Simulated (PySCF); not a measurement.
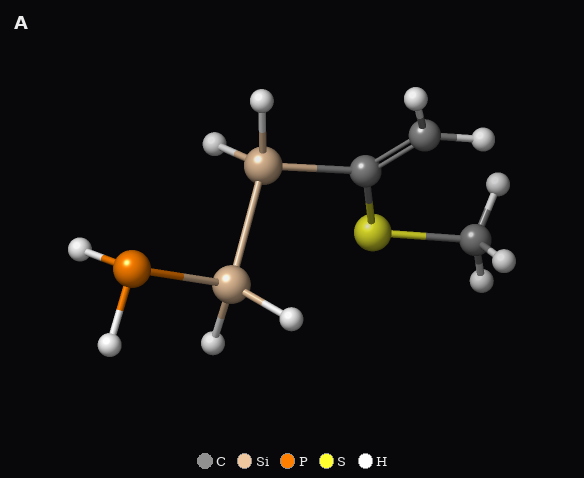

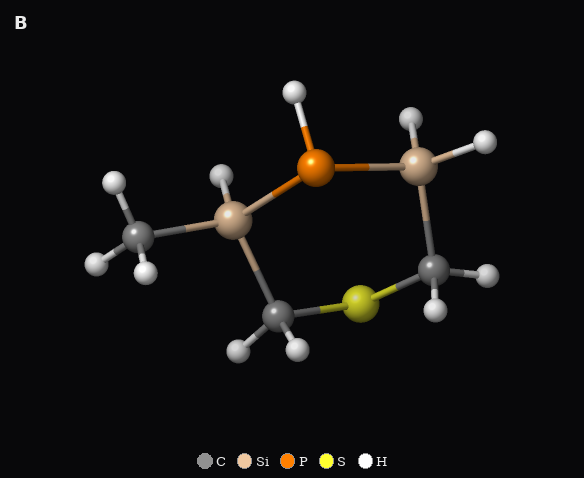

2 stationary structures of one formula. Geometries: GFN2-xTB. Electronic energies: PBE0/pcSseg-1 (PySCF 2.14.0), without zero-point energy. No frequency run is at hand to confirm each as a minimum. Each is one conformer, not always the lowest.

**How are they related?**

They are constitutional isomers of C3H11PSSi2: A `C=C([SiH2][SiH2]P)SC`, B `C[Si@@H]1CSC[SiH2]P1`.

**Which structure is the most stable?**

B is lowest; A lies 176.1 kJ/mol above it.

The geometry is semi-empirical. Around P, Si such bond lengths and angles can be off by a tenth of an ångström or more and by several degrees, and values that hang on the shape move with them.
